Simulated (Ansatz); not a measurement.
# BH₂− (singlet): one geometry, many settings at a displaced geometry (v1)

Aim: run BH₂− (singlet) at one geometry under a spread of methods and options, and see what each costs and gives.

Computed with Ansatz 0.2.0, Gaussian basis. Level: the settings change from run to run.

16 further runs of the same task are left out: 6 that didn't finish, 10 set aside as unsound or not needed.

### Step 1. The system

The geometry is a PBE0/def2-TZVPD stationary point (not a proven minimum) with its atoms shifted at random (size 0.040 Å).

3 atoms, charge -1, spin multiplicity 1.

Atoms are counted from 1 here; the program's logs count them from 0.

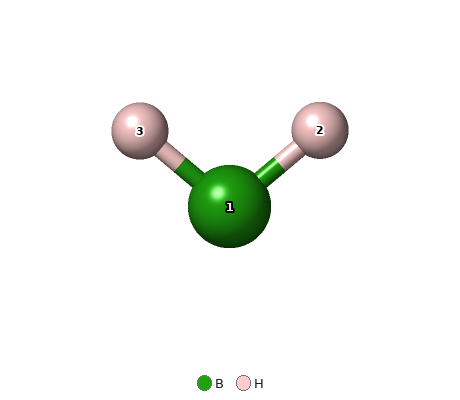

The geometry (boron green, hydrogen pink); atoms are numbered from 1 in the order of the file.

Coordinates:

```
B    -0.0036   -0.1255    0.0051
H    -0.0045    0.6433   -0.9751
H     0.0435    0.7027    0.9204
```

### Step 2. CCSD/def2-SVPD

The input, in.yaml:

```yaml
crystal:
  periodic: [false, false, false]
  atoms:
    - {symbol: B, position_ang: [-0.003638, -0.125492, 0.005101]}
    - {symbol: H, position_ang: [-0.004471, 0.643348, -0.975128]}
    - {symbol: H, position_ang: [0.043493, 0.702658, 0.920411]}
basis:
  gaussian: {orbitals: def2-SVPD}
total_charge: -1
magnetization: {spin_polarized: true, initial_magnetization: 0}
hamiltonian: {xc: {name: PBE}}
correlation: {method: ccsd, electrons: outside_noble_gas}
```

Launch:

```console
$ ansatz run in.yaml --threads 1 --pin off --events-out ev --progress --plain --max-ram 2393MiB
```

The program printed, shortened:

```text
Functional definition: PBE
  name "PBE"
  cite "Perdew, Burke & Ernzerhof, Phys. Rev. Lett. 77, 3865 (1996) doi:10.1103/PhysRevLett.77.3865"
  parent pbe
[...]
359 factors; integrals over basis functions are off by at most 1.2e-3 eV
[...]
mean field -703.57370425 eV, -25.8558567319 hartree, gradient 9.3e-7 eV, S^2 0.483673; 8 other end points of the search recorded, 0 dependent functions left out
1 core orbitals not correlated: weight in the atoms' cores, before any rotation towards them, 1.000 or more for the frozen orbitals, at most 0.000 for the correlated occupied ones
reference -698.99899293 eV, -25.6877391915 hartree; 3, 3 occupied and 32, 32 virtual orbitals, 359 factors
second order -2.64756614 eV of doubles, -0.11723118 eV of singles
cycle   1  -3.16739921 eV  change   -4.0e-1 eV  update   4.8e-2
[...]
cycle  16  -3.36228202 eV  change    1.4e-6 eV  update   4.5e-6
Total energy: -702.36127495 eV, -25.8113007767 hartree
```

Wall time 1.6 s (1 thread of Arm Neoverse V2, shared host).

From the report: ⟨S²⟩ of the determinant 0.484 (pure singlet: 0.00); correlation -3.3623 eV; T1 0.080; largest double amplitude 0.10. The orbitals are Kohn-Sham ones, so correlation energy and T1 don't compare with those on Hartree-Fock orbitals.

### Step 3. CCSD(T) on RHF/6-31++G**

The input, in.yaml:

```yaml
crystal:
  periodic: [false, false, false]
  atoms:
    - {symbol: B, position_ang: [-0.003638, -0.125492, 0.005101]}
    - {symbol: H, position_ang: [-0.004471, 0.643348, -0.975128]}
    - {symbol: H, position_ang: [0.043493, 0.702658, 0.920411]}
basis:
  gaussian: {orbitals: "6-31++G**"}
total_charge: -1
magnetization: {spin_polarized: false}
correlation: {method: ccsd_t, electrons: outside_noble_gas}
scf: {lower_state_search: off}
```

Same command.

The program printed, shortened:

```text
Functional definition: HF
  name "HF"
  cite "Fock, Z. Phys. 61, 126 (1930) doi:10.1007/BF01340294"
  parent pbe
[...]
278 factors; integrals over basis functions are off by at most 1.0e-3 eV
[...]
mean field -699.66343083 eV, -25.7121568341 hartree, gradient 2.7e-6 eV, S^2 0.000000; 0 other end points of the search recorded, 0 dependent functions left out
1 core orbitals not correlated: weight in the atoms' cores, before any rotation towards them, 1.000 or more for the frozen orbitals, at most 0.000 for the correlated occupied ones
reference -699.66343083 eV, -25.7121568341 hartree; 3, 3 occupied and 27, 27 virtual orbitals, 278 factors
second order -2.58414694 eV of doubles, -0.00000000 eV of singles
cycle   1  -2.99520992 eV  change   -4.1e-1 eV  update   5.9e-2
[...]
cycle  11  -3.19906704 eV  change   -1.2e-6 eV  update   4.9e-6
perturbative correction -0.08919424 eV, -0.0032778277 hartree
Total energy: -702.95169211 eV, -25.8329982071 hartree
Checks for a lower state left out: stability, starts, cluster_reference, orbital_swaps, neighbouring_geometries, increment
```

Run time: 0.15 s. Hardware: 1 thread of Arm Neoverse V2, shared host.

From the report: correlation -3.2883 eV; T1 0.013; largest double amplitude 0.12.

### Step 4. CCSD on UHF/6-31++G**

Changes to in.yaml since step 3:

```diff
@@ -9,4 +9,3 @@
 total_charge: -1
-magnetization: {spin_polarized: false}
-correlation: {method: ccsd_t, electrons: outside_noble_gas}
-scf: {lower_state_search: off}
+magnetization: {spin_polarized: true, initial_magnetization: 0}
+correlation: {method: ccsd, electrons: outside_noble_gas}
```

The command is unchanged.

The program printed, shortened:

```text
Functional definition: HF
  name "HF"
  cite "Fock, Z. Phys. 61, 126 (1930) doi:10.1007/BF01340294"
  parent pbe
[...]
278 factors; integrals over basis functions are off by at most 1.0e-3 eV
[...]
mean field -699.87900251 eV, -25.7200789472 hartree, gradient 1.4e-6 eV, S^2 0.622227; 18 other end points of the search recorded, 0 dependent functions left out
determinant -699.87900251 eV, -25.7200789472 hartree, with singles and doubles -702.82158366 eV, -25.8282168099 hartree
determinant -699.35167773 eV, -25.7007001191 hartree, with singles and doubles -702.29619352 eV, -25.8089090785 hartree
determinant -698.17560246 eV, -25.6574801500 hartree, with singles and doubles -700.65500892 eV, -25.7485966567 hartree
determinant -697.96209142 eV, -25.6496337640 hartree, with singles and doubles -700.35341673 eV, -25.7375133483 hartree
[...]
determinant -696.33492807 eV, -25.5898366138 hartree, with singles and doubles -699.64846875 eV, -25.7116069879 hartree
determinant -699.87900251 eV, -25.7200789472 hartree, with singles and doubles -702.85533649 eV, -25.8294572035 hartree
determinant -699.35167773 eV, -25.7007001191 hartree, with singles and doubles -702.36021401 eV, -25.8112617881 hartree
determinant -699.66343083 eV, -25.7121568341 hartree, with singles and doubles -702.86195903 eV, -25.8297005775 hartree
determinant -699.66343083 eV, -25.7121568341 hartree, with singles and doubles -702.86249465 eV, -25.8297202613 hartree
1 core orbitals not correlated: weight in the atoms' cores, before any rotation towards them, 1.000 or more for the frozen orbitals, at most 0.000 for the correlated occupied ones
reference -699.87900251 eV, -25.7200789472 hartree; 3, 3 occupied and 27, 27 virtual orbitals, 278 factors
second order -2.36704689 eV of doubles, -0.00000000 eV of singles
cycle   1  -2.97633577 eV  change   -1.8e-6 eV  update   1.8e-6
Total energy: -702.85533828 eV, -25.8294572694 hartree
```

Run time: 1.5 s. Hardware: 1 thread of Arm Neoverse V2, shared host.

From the report: ⟨S²⟩ of the determinant 0.622 (pure singlet: 0.00); correlation -2.9763 eV; T1 0.097; largest double amplitude 0.09. The determinant is far from a pure spin state, so its energy mixes those of several spin states (harmless only where they are near-degenerate, as at dissociation).

### Step 5. CASSCF(2,8)/6-31G*

The input, in.yaml:

```yaml
crystal:
  periodic: [false, false, false]
  atoms:
    - {symbol: B, position_ang: [-0.003638, -0.125492, 0.005101]}
    - {symbol: H, position_ang: [-0.004471, 0.643348, -0.975128]}
    - {symbol: H, position_ang: [0.043493, 0.702658, 0.920411]}
basis:
  gaussian: {orbitals: "6-31G*"}
total_charge: -1
correlation: {active_space: {window: {electrons: 2, orbitals: 8}}}
output: {forces: true}
```

Launched as before.

The program printed, shortened:

```text
Functional definition: HF
  name "HF"
  cite "Fock, Z. Phys. 61, 126 (1930) doi:10.1007/BF01340294"
  parent pbe
[...]
203 factors; integrals over basis functions are off by at most 6.8e-4 eV
[...]
mean field -698.52228165 eV, -25.6702203753 hartree, gradient 1.8e-6 eV, S^2 0.000000; 0 other end points of the search recorded, 0 dependent functions left out
reference -698.52228165 eV, -25.6702203753 hartree; 4, 4 occupied and 15, 15 virtual orbitals, 203 factors
state -699.39508227 eV, -25.7022952065 hartree
[...]
Total energy: -699.39508227 eV, -25.7022952065 hartree
Atom 0 at    -0.003638    -0.125492     0.005101 Å, force    -0.035168    -1.089563    -0.102686 eV/Å
Atom 1 at    -0.004471     0.643348    -0.975128 Å, force     0.003065     0.467208    -0.449117 eV/Å
Atom 2 at     0.043493     0.702658     0.920411 Å, force     0.032104     0.622355     0.551803 eV/Å
Dipole moment:     0.011150     0.377480    -0.006877 e Å
```

Run time: 1.2 s. Hardware: 1 thread of Arm Neoverse V2, shared host.

From the report: 64 determinants; active occupations 1.89, 0.08, 0.01, 0.01, 0.00, 0.00, 0.00, 0.00.

### Step 6. BCCD(T) on UHF/6-31++G**

Changes to in.yaml since step 5:

```diff
@@ -7,5 +7,6 @@
 basis:
-  gaussian: {orbitals: "6-31G*"}
+  gaussian: {orbitals: "6-31++G**"}
 total_charge: -1
-correlation: {active_space: {window: {electrons: 2, orbitals: 8}}}
-output: {forces: true}
+magnetization: {spin_polarized: true, initial_magnetization: 0}
+correlation: {method: bccd_t, electrons: valence}
+accuracy: high
```

Same command.

The program printed, shortened:

```text
Functional definition: HF
  name "HF"
  cite "Fock, Z. Phys. 61, 126 (1930) doi:10.1007/BF01340294"
  parent pbe
[...]
581 factors; integrals over basis functions are off by at most 2.7e-9 eV
[...]
mean field -699.87901528 eV, -25.7200794167 hartree, gradient 1.6e-8 eV, S^2 0.622230; 19 other end points of the search recorded, 0 dependent functions left out
determinant -699.87901528 eV, -25.7200794167 hartree, with singles and doubles -702.82159284 eV, -25.8282171473 hartree
determinant -699.35168497 eV, -25.7007003849 hartree, with singles and doubles -702.29618694 eV, -25.8089088366 hartree
determinant -698.17562079 eV, -25.6574808237 hartree, with singles and doubles -700.65501352 eV, -25.7485968258 hartree
determinant -697.96210050 eV, -25.6496340978 hartree, with singles and doubles -700.35342226 eV, -25.7375135515 hartree
[...]
determinant -696.42262421 eV, -25.5930593875 hartree, with singles and doubles -699.55748568 eV, -25.7082634216 hartree
determinant -696.33493429 eV, -25.5898368423 hartree, with singles and doubles -699.64844870 eV, -25.7116062509 hartree
determinant -699.87901528 eV, -25.7200794167 hartree, with singles and doubles -702.85534777 eV, -25.8294576179 hartree
determinant -699.35168497 eV, -25.7007003849 hartree, with singles and doubles -702.36022236 eV, -25.8112620947 hartree
1 core orbitals not correlated: weight in the atoms' cores, before any rotation towards them, 1.000 or more for the frozen orbitals, at most 0.000 for the correlated occupied ones
reference -699.87901528 eV, -25.7200794167 hartree; 3, 3 occupied and 27, 27 virtual orbitals, 581 factors
second order -2.36707260 eV of doubles, -0.00000000 eV of singles
cycle   1  -3.00996965 eV  change   -3.4e-2 eV  update   2.7e-2
[...]
cycle  37  -2.97836715 eV  change   3.8e-10 eV  update  2.5e-10
perturbative correction -0.09395661 eV, -0.0034528418 hartree
Total energy: -702.95133905 eV, -25.8329852326 hartree
```

Wall time 3 s (1 thread of Arm Neoverse V2, shared host).

From the report: ⟨S²⟩ of the determinant 0.622 (pure singlet: 0.00); correlation -3.0723 eV; largest double amplitude 0.12. The determinant is far from a pure spin state, so its energy mixes those of several spin states (harmless only where they are near-degenerate, as at dissociation).

### Step 7. NEVPT4(SD)(4,2)/6-31++G**

Changes to in.yaml since step 6:

```diff
@@ -9,4 +9,3 @@
 total_charge: -1
-magnetization: {spin_polarized: true, initial_magnetization: 0}
-correlation: {method: bccd_t, electrons: valence}
+correlation: {method: fic_nevpt4_sd, electrons: all, active_space: {window: {electrons: 4, orbitals: 2}}}
 accuracy: high
```

The command is unchanged.

The program printed, shortened:

```text
Functional definition: HF
  name "HF"
  cite "Fock, Z. Phys. 61, 126 (1930) doi:10.1007/BF01340294"
  parent pbe
[...]
581 factors; integrals over basis functions are off by at most 2.7e-9 eV
[...]
mean field -699.66343944 eV, -25.7121571504 hartree, gradient 3.1e-8 eV, S^2 0.000000; 3 other end points of the search recorded, 0 dependent functions left out; unrestricted orbitals would lower it
reference -699.66343944 eV, -25.7121571504 hartree; 4, 4 occupied and 27, 27 virtual orbitals, 581 factors
state -699.66343944 eV, -25.7121571504 hartree
state -699.66343944 eV, -25.7121571504 hartree; corrected -702.89856365 eV, -25.8310457724 hartree
WARN: 2 active orbitals are nearly empty or full. The corrections depend on them more than the energy does, and are more stable in an active space without them
Total energy: -702.89856365 eV, -25.8310457724 hartree
```

Run time: 0.48 s. Hardware: 1 thread of Arm Neoverse V2, shared host.

From the report: 1 determinant; active occupations 2.00, 2.00. The report marks this result as in doubt.

### Step 8. HF/6-31++G**

Changes to in.yaml since step 7:

```diff
@@ -9,3 +9,4 @@
 total_charge: -1
-correlation: {method: fic_nevpt4_sd, electrons: all, active_space: {window: {electrons: 4, orbitals: 2}}}
-accuracy: high
+magnetization: {spin_polarized: false}
+hamiltonian: {xc: hf}
+output: {orbitals: {seedname: orbitals}}
```

Launched as before.

The program printed:

```text
Functional definition: HF
  name "HF"
  cite "Fock, Z. Phys. 61, 126 (1930) doi:10.1007/BF01340294"
  parent pbe
  exchange = exact_x
  correlation = 0
349 factors; their error is unknown
mean field evaluation 1: about -698.6879 eV, gradient 1.2e1 eV
mean field evaluation 2: about -699.5083 eV, gradient 4.3e0 eV
mean field evaluation 4: about -699.6568 eV, gradient 4.6e-1 eV
mean field evaluation 8: about -699.6634 eV, gradient 1.4e-1 eV
mean field evaluation 16: about -699.6634 eV, gradient 2.2e-5 eV
mean field -699.66340643 eV, -25.7121559376 hartree, gradient 2.2e-5 eV, S^2 0.000000; 0 other end points of the search recorded, 0 dependent functions left out
reference -699.66340643 eV, -25.7121559376 hartree; 4, 4 occupied and 27, 27 virtual orbitals, 349 factors
Total energy: -699.66340643 eV, -25.7121559376 hartree
```

Run time: 0.06 s. Hardware: 1 thread of Arm Neoverse V2, shared host.

### Step 9. CCSD on UHF/6-31++G**

Changes to in.yaml since step 8:

```diff
@@ -9,4 +9,4 @@
 total_charge: -1
-magnetization: {spin_polarized: false}
-hamiltonian: {xc: hf}
-output: {orbitals: {seedname: orbitals}}
+magnetization: {spin_polarized: true, initial_magnetization: 0}
+correlation: {method: ccsd, electrons: outside_noble_gas}
+scf: {omitted_lower_state_checks: [cluster_reference]}
```

Launched as before.

The program printed, shortened:

```text
Functional definition: HF
  name "HF"
  cite "Fock, Z. Phys. 61, 126 (1930) doi:10.1007/BF01340294"
  parent pbe
[...]
278 factors; integrals over basis functions are off by at most 1.0e-3 eV
[...]
mean field -699.87900251 eV, -25.7200789472 hartree, gradient 1.4e-6 eV, S^2 0.622227; 15 other end points of the search recorded, 0 dependent functions left out
1 core orbitals not correlated: weight in the atoms' cores, before any rotation towards them, 1.000 or more for the frozen orbitals, at most 0.000 for the correlated occupied ones
reference -699.87900251 eV, -25.7200789472 hartree; 3, 3 occupied and 27, 27 virtual orbitals, 278 factors
second order -2.36704689 eV of doubles, -0.00000000 eV of singles
cycle   1  -2.74823817 eV  change   -3.8e-1 eV  update   5.4e-2
[...]
cycle  17  -2.97633183 eV  change    1.7e-6 eV  update   3.6e-6
Total energy: -702.85533434 eV, -25.8294571245 hartree
Checks for a lower state left out: cluster_reference
```

It took 0.42 s on 1 thread of Arm Neoverse V2, shared host.

From the report: ⟨S²⟩ of the determinant 0.622 (pure singlet: 0.00); correlation -2.9763 eV; T1 0.097; largest double amplitude 0.09. The determinant is far from a pure spin state, so its energy mixes those of several spin states (harmless only where they are near-degenerate, as at dissociation).

### Step 10. MRCISD+Q(6,4)/6-31++G**

The input, in.yaml:

```yaml
crystal:
  periodic: [false, false, false]
  atoms:
    - {symbol: B, position_ang: [-0.003638, -0.125492, 0.005101]}
    - {symbol: H, position_ang: [-0.004471, 0.643348, -0.975128]}
    - {symbol: H, position_ang: [0.043493, 0.702658, 0.920411]}
basis:
  gaussian: {orbitals: "6-31++G**", point_charges: [{charge: 0.50, position_ang: [4.062, -0.688, 0.837]}]}
total_charge: -1
correlation: {method: fic_mrcisd_q, electrons: all, active_space: {window: {electrons: 6, orbitals: 4}, states: [{multiplicity: 1, weights: [1, 0.5, 1, 0.5]}]}}
scf: {lower_state_search: off}
```

Launched as before.

The program printed, shortened:

```text
Functional definition: HF
  name "HF"
  cite "Fock, Z. Phys. 61, 126 (1930) doi:10.1007/BF01340294"
  parent pbe
[...]
503 factors; integrals over basis functions are off by at most 2.5e-7 eV
[...]
a density is far from that of the atoms, so the factors are made again for it
536 factors; integrals over basis functions are off by at most 2.5e-7 eV
[...]
mean field -701.38923883 eV, -25.7755791082 hartree, gradient 4.9e-6 eV, S^2 0.000000; 1 other end points of the search recorded, 0 dependent functions left out
reference -701.38923883 eV, -25.7755791082 hartree; 4, 4 occupied and 27, 27 virtual orbitals, 536 factors
state -701.55132864 eV, -25.7815357990 hartree
state -700.23334518 eV, -25.7331008000 hartree
state -698.40530383 eV, -25.6659215195 hartree
state -696.10046544 eV, -25.5812202712 hartree
[...]
contracted CI cycle  10: correlation -3.58705063 eV, -0.1318216791 hartree, residual 4.77e-2 eV
contracted CI cycle  11: correlation -3.58710108 eV, -0.1318235332 hartree, residual 1.90e-2 eV
contracted CI cycle  12: correlation -3.58710984 eV, -0.1318238550 hartree, residual 9.37e-3 eV
contracted CI cycle  13: correlation -3.58711238 eV, -0.1318239486 hartree, residual 5.75e-3 eV
contracted CI cycle  14: correlation -3.58711345 eV, -0.1318239879 hartree, residual 3.58e-3 eV
contracted CI cycle  15: correlation -3.58711382 eV, -0.1318240014 hartree, residual 1.94e-3 eV
contracted CI cycle  16: correlation -3.58711391 eV, -0.1318240046 hartree, residual 1.02e-3 eV
contracted CI cycle  17: correlation -3.58711393 eV, -0.1318240054 hartree, residual 5.15e-4 eV
state -696.10046544 eV, -25.5812202712 hartree; corrected -700.10061050 eV, -25.7282228905 hartree
Total energy: -703.09384975 eV, -25.8382224043 hartree
Checks for a lower state left out: stability, starts, cluster_reference, orbital_swaps, neighbouring_geometries, increment
```

Run time: 0.75 s. Hardware: 1 thread of Arm Neoverse V2, shared host.

From the report: 16 determinants; active occupations (of the averaged states) 1.99, 1.83, 1.17, 1.00.

### Step 11. All runs side by side

Where basis and cores are those of an earlier FCI/6-31++G** run (-702.9754 eV), and the state is the same kind, the miss against it is given. † marks a result that the program doubts.

| level | correlated | functions | energy (eV) | from FCI (meV) | time |
| --- | --- | --- | --- | --- | --- |
| CCSD/def2-SVPD (on PBE orbitals) | outside noble gas | 36 | -702.3613 |  | 1.6 s |
| CCSD(T) on RHF/6-31++G** | outside noble gas | 31 | -702.9517 | 23.7 | 0.15 s |
| CCSD on UHF/6-31++G** | outside noble gas | 31 | -702.8553 | 120.1 | 1.5 s |
| CASSCF(2,8)/6-31G* |  | 19 | -699.3951 |  | 1.2 s |
| BCCD(T) on UHF/6-31++G** | valence | 31 | -702.9513 | 24.1 | 3 s |
| NEVPT4(SD)(4,2)/6-31++G** † | all | 31 | -702.8986 |  | 0.48 s |
| HF/6-31++G** |  | 31 | -699.6634 | 3312.0 | 0.06 s |
| CCSD on UHF/6-31++G** | outside noble gas | 31 | -702.8553 | 120.1 | 0.42 s |
| MRCISD+Q(6,4)/6-31++G** (mean of several states, beside a point charge) | all | 31 | -703.0938 |  | 0.75 s |

### Step 12. What came out

| quantity | value |
| --- | --- |
| runs | 9 |
| quickest | HF/6-31++G**, 0.06 s |
| slowest | BCCD(T) on UHF/6-31++G**, 3 s |

In words: Total energies in different bases, with other cores or another treatment of relativity can't be set against each other. BCCD(T) on UHF/6-31++G** took 49 times as long as HF/6-31++G**; the jobs differ in more than the method. Among the correlated runs with a miss given, it spans +24 to +120 meV. Hartree-Fock, CASSCF and CASCI lack dynamic correlation by design.
